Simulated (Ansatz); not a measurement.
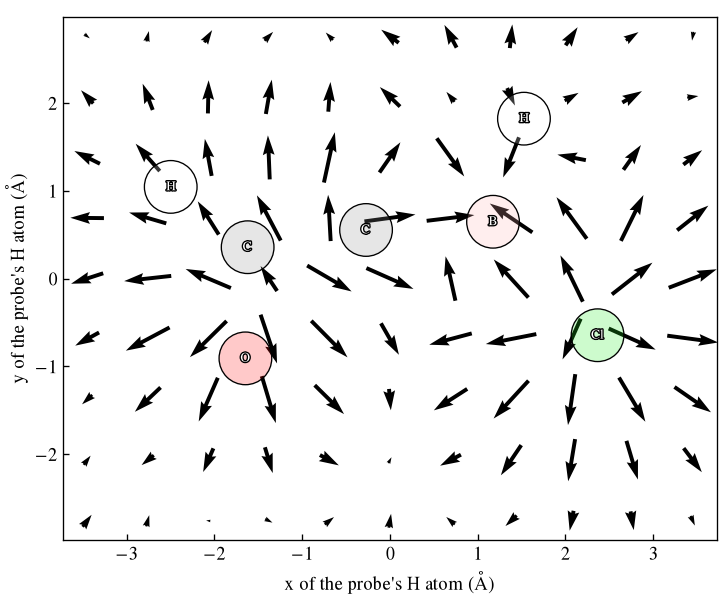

C₂H₂BClO (SMILES ClBC1=CO1) with the probe H. 
- The probe is moved over a plane parallel to the molecule's main plane, 2.10 Å above it.
- The first coordinate is: x of the probe's H atom; the second: y of the probe's H atom.
- Nothing is relaxed (molecule and probe rigid).
- The grid has 11 × 9 points.
- Points are written as (first, second).
- Computed with Ansatz, UKS PBE-D4/def2-SVP.

The picture shows arrows along the force (downhill), their lengths compressed, labelled circles for the molecule's atoms, projected on the plane.

Question: The arrows alone are given. Where are the wells?

Answer: The arrows converge at about (1.00 Å, 0.78 Å); about (0.05 Å, −1.90 Å) (204 cm⁻¹ up) (read from the interpolated surface).

The energy map of the same scan:

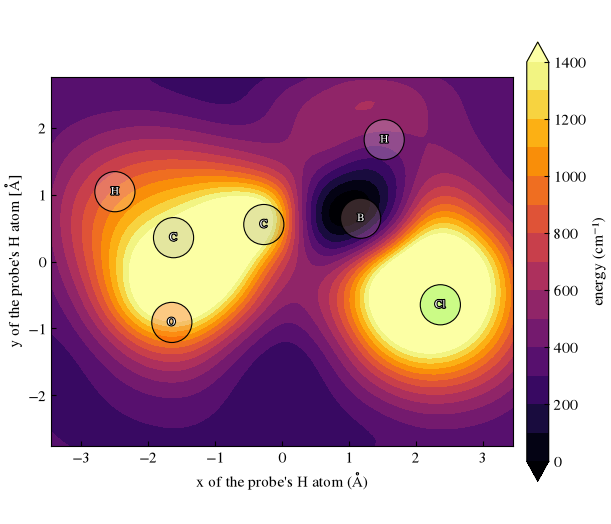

Energies are in cm⁻¹, from the lowest grid point; between grid points the surface is interpolated.
